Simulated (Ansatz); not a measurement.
Run report: C₅H₁₄OSi (charge +1), single-point calculation

The run: single-point calculation of C₅H₁₄OSi, charge +1, multiplicity 2. Method and program: UKS PBE-D4/def2-TZVPP (Ansatz 0.2.0).

The geometry is the cation at the geometry of the neutral molecule. The geometry comes from this level: PBE0-D4/def2-TZVP.

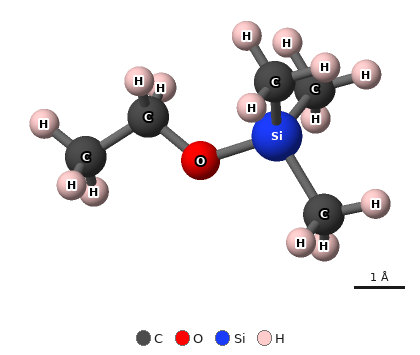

Figure 1. The structure as given in the input (ball-and-stick view, seen at a tilt). Bond lengths as drawn: C–C 1.51 Å, C–H 1.09 to 1.10 Å, C–O 1.41 Å, C–Si 1.86 to 1.87 Å and O–Si 1.65 Å.

**Summary**

| quantity | value |
| --- | --- |
| outcome | converged |
| total energy | −15321.0424 eV |
| mean-field energy | −15320.6183 eV |
| dispersion energy | −0.4241 eV |
| ⟨S²⟩ | 0.752 |
| SCF solution under orbital rotations | stable |
| hardware | 2 CPU threads, shared host |
| wall time | 23 s (CPU time 24 s) |
| peak memory | 1 GiB |

**Input file**
```yaml
crystal:
  periodic: [false, false, false]
  atoms:
    - {symbol: C, position_ang: [0.874888, -2.721209, -1.256028]}
    - {symbol: C, position_ang: [0.645814, -1.700890, -0.167712]}
    - {symbol: O, position_ang: [0.060105, -0.546648, -0.723066]}
    - {symbol: Si, position_ang: [-0.316980, 0.814335, 0.139215]}
    - {symbol: C, position_ang: [-1.063750, 1.982154, -1.103000]}
    - {symbol: C, position_ang: [-1.540062, 0.402190, 1.493677]}
    - {symbol: C, position_ang: [1.228230, 1.543733, 0.901287]}
    - {symbol: H, position_ang: [1.327772, -3.626711, -0.844610]}
    - {symbol: H, position_ang: [-0.070641, -2.990551, -1.731001]}
    - {symbol: H, position_ang: [1.539262, -2.317998, -2.022972]}
    - {symbol: H, position_ang: [1.600492, -1.449676, 0.315476]}
    - {symbol: H, position_ang: [-0.007574, -2.122808, 0.608721]}
    - {symbol: H, position_ang: [-1.349669, 2.926442, -0.631905]}
    - {symbol: H, position_ang: [-1.956756, 1.546542, -1.557686]}
    - {symbol: H, position_ang: [-0.353176, 2.204332, -1.902814]}
    - {symbol: H, position_ang: [-1.835208, 1.305557, 2.035103]}
    - {symbol: H, position_ang: [-1.117074, -0.292868, 2.224132]}
    - {symbol: H, position_ang: [-2.444952, -0.051645, 1.081191]}
    - {symbol: H, position_ang: [0.996056, 2.472492, 1.430277]}
    - {symbol: H, position_ang: [1.973661, 1.772043, 0.135054]}
    - {symbol: H, position_ang: [1.685161, 0.861983, 1.623761]}
basis:
  gaussian: {orbitals: def2-TZVPP}
total_charge: 1
magnetization: {spin_polarized: true, initial_magnetization: 1}
hamiltonian: {xc: pbe, dispersion: d4}
```

Launch command:
```bash
ansatz run in.yaml --threads 2 --pin off --events-out ev --progress --plain --max-ram 32768MiB --backend cuda --devices 0, --max-vram 18GiB
```

**The program's output**
```
Functional definition: PBE
  name "PBE"
  cite "Perdew, Burke & Ernzerhof, Phys. Rev. Lett. 77, 3865 (1996) doi:10.1103/PhysRevLett.77.3865"
  parent pbe
  parameter kappa = 0.804
  parameter beta = 0.06672455060314922
  exchange = pbe_x(kappa = kappa, mu = beta*pi^2/3)
  correlation = pbe_c(beta = beta)
2165 factors; their error is unknown
mean field evaluation 1: about -15284.2174 eV, gradient 9.1e1 eV
mean field evaluation 2: about -15246.3600 eV, gradient 1.2e2 eV
mean field evaluation 4: about -15315.9043 eV, gradient 2.6e1 eV
mean field evaluation 8: about -15320.6516 eV, gradient 2.1e0 eV
mean field evaluation 16: about -15320.6177 eV, gradient 5.0e-1 eV
mean field evaluation 32: about -15320.6183 eV, gradient 5.0e-4 eV
mean field evaluation 64: about -15320.6007 eV, gradient 5.3e-1 eV
mean field -15320.61825565 eV, -563.0223362073 hartree, gradient 5.9e-6 eV, S^2 0.752292; 6 other end points of the search recorded, 0 dependent functions left out
reference -15320.61830860 eV, -563.0223381530 hartree; 33, 32 occupied and 391, 392 virtual orbitals, 2165 factors
Total energy: -15321.04236314 eV, -563.0379218698 hartree
```
